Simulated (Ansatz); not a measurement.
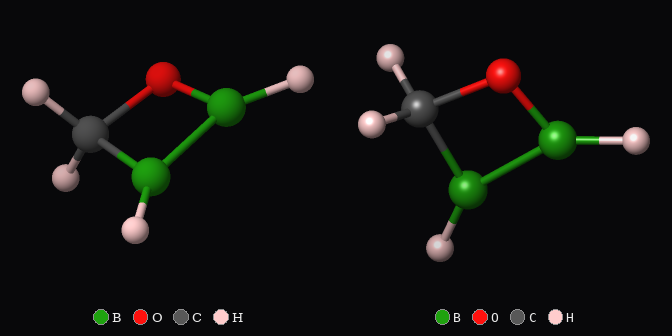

Both panels show the same species.

Computed geometry: PBE0-D4/def2-TZVP optimisation. No frequency run is at hand to confirm it as a minimum.

Describe the molecule.

It has 8 atoms: 1 carbon, 4 hydrogen, 2 boron and 1 oxygen (CH₄B₂O). SMILES: `B1BOC1`. Independent rings (smallest set): 1 of 4 members. Among its groups: B–H bond. The point group is Cs. Coordination, clear cases only: 1 O bent.

More results for the same structure follow; atom numbers are the same in all pictures, views and colours differ.

Electronic properties

No frequency run is at hand to confirm it as a minimum. Method: RKS PBE0-D4/def2-TZVPP (Ansatz 0.2.0).

**Estimate the HOMO–LUMO gap.**

4.98 eV.

**Give the dispersion correction at this level.**

−9.3 kJ/mol.

**Estimate the HOMO energy (Kohn–Sham orbital).**

−7.57 eV.

Dipole moment

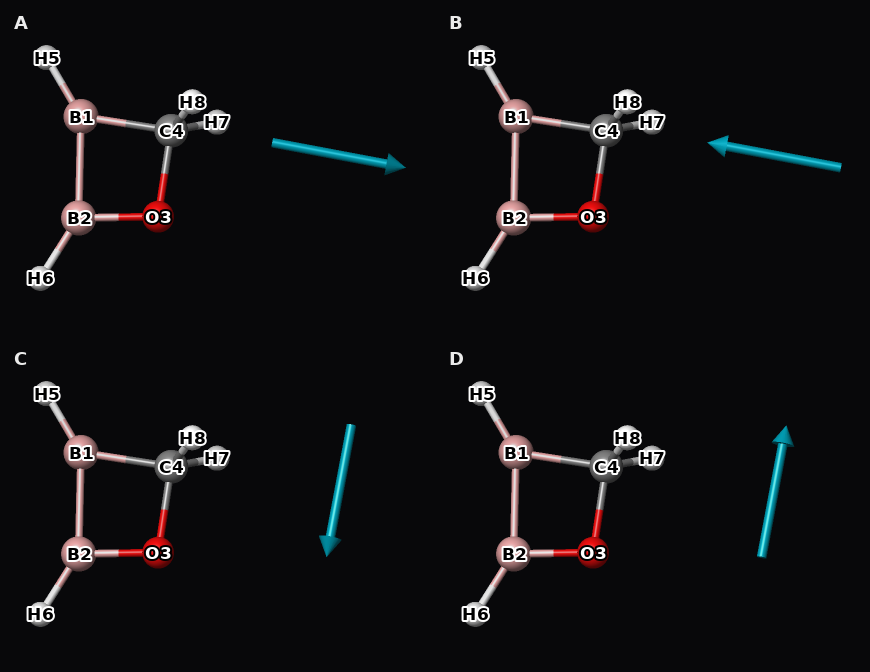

The same molecule four times, each with an arrow. No frequency run is at hand to confirm it as a minimum. Properties computed with RKS PBE0-D4/def2-TZVP (Ansatz 0.2.0).

**Which arrow points along the dipole moment, from the negative to the positive end?**

D. The dipole moment is 1.58 D; it points from the side of H6 to the side of H5 (the outermost atoms at the two ends).

Charges

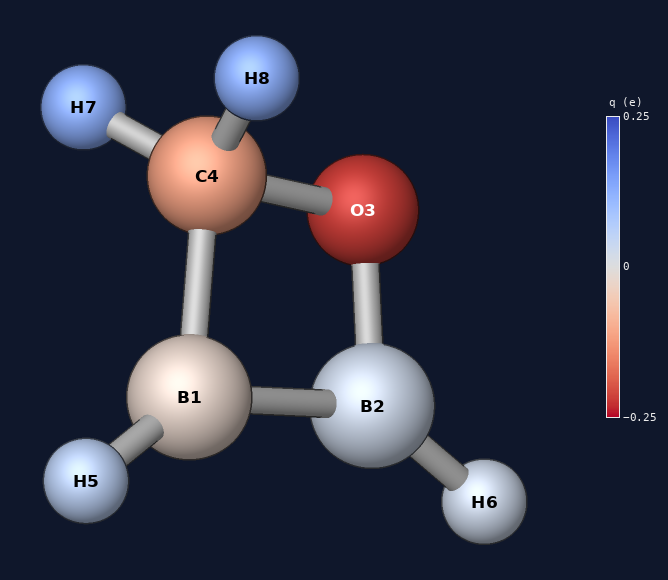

Atoms are coloured by their Mulliken charges. No frequency run is at hand to confirm it as a minimum. Level of theory: RKS PBE0-D4/def2-TZVP (Ansatz 0.2.0).

**Which atom carries the highest charge (most positive or least negative)?**

H7, H8 (0.12 e).

**And the lowest?**

O3 (−0.22 e).

List the Mulliken charges.

```
atom  value (e)
  B1      −0.02
  B2       0.03
  O3      −0.22
  C4      −0.11
  H5       0.05
  H6       0.03
  H7       0.12
  H8       0.12
```

Mulliken values depend strongly on the basis set and can even reverse the polarity of a bond.
